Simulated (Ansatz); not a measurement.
```
Cd Sn O
1.0
     5.82718    0.00000    0.00000
    -2.91359    5.04649    0.00000
     0.00000    0.00000    7.60448
Cd Sn O
2 4 6
Direct
  0.00000 0.00000 0.84469
  0.00000 0.00000 0.42791
  0.33333 0.66667 0.14260
  0.33333 0.66667 0.73416
  0.66667 0.33333 0.40147
  0.66667 0.33333 0.80928
  0.02671 0.51336 0.94286
  0.97289 0.48645 0.60395
  0.48664 0.51336 0.94286
  0.51355 0.48645 0.60395
  0.48664 0.97329 0.94286
  0.51355 0.02711 0.60395
```

Space group P3m1; a structure generated by program, which may or may not match a known phase; changed on purpose from its base cell (the structure that the rattled cell fell into).

Computed with DFT PBE, scalar-relativistic, plane waves, PAW in Ansatz.

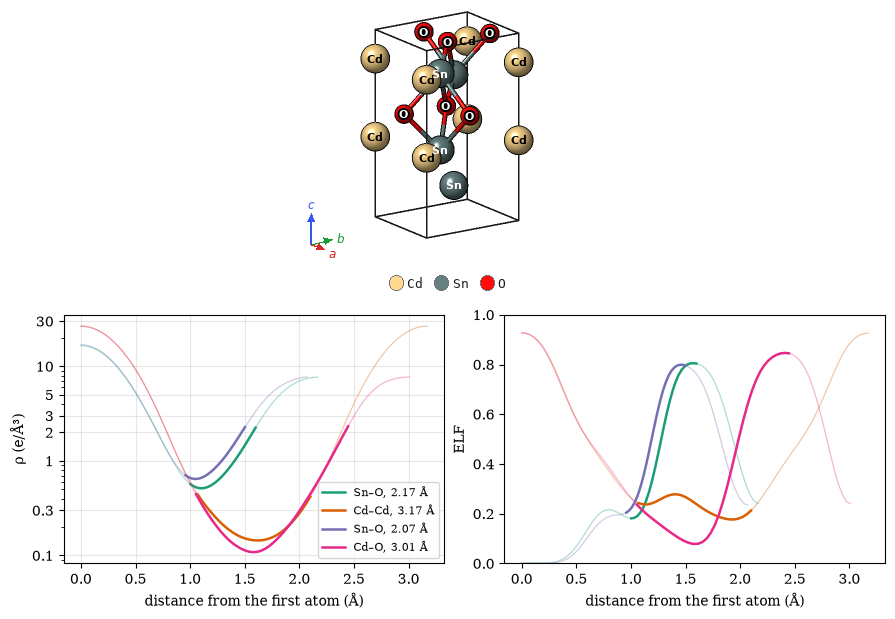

CdSn$_{2}$O$_{3}$. Valence electron density and electron localisation function along straight lines between neighbouring atoms. Thin, pale parts lie inside the atomic spheres. The structure is drawn too.

In a PAW calculation such maps are meaningful between the atoms, not at the nuclei.

What can be read from the curves?

Answer. Sn–O (2.17 Å): the density is about 0.51 e/Å³ at the midpoint; the ELF peaks at about 0.80 in the valence shell of O, 0.6 Å from its nucleus, and is about 0.20 at the midpoint: no localised pair shows between them.
Cd–Cd (3.17 Å): ρ at the midpoint is about 0.14 e/Å³; the ELF is about 0.25 at the midpoint (no shared electron pair shows on this line).
Sn–O (2.07 Å): ρ is about 0.65 e/Å³ halfway; the ELF peaks at about 0.80 in the valence shell of O, 0.6 Å from its nucleus, and is about 0.25 at the midpoint: no shared electron pair shows on this line.
Cd–O (3.01 Å): the density is about 0.11 e/Å³ at the midpoint; the ELF is about 0.10 at the midpoint: no localised pair shows between them.
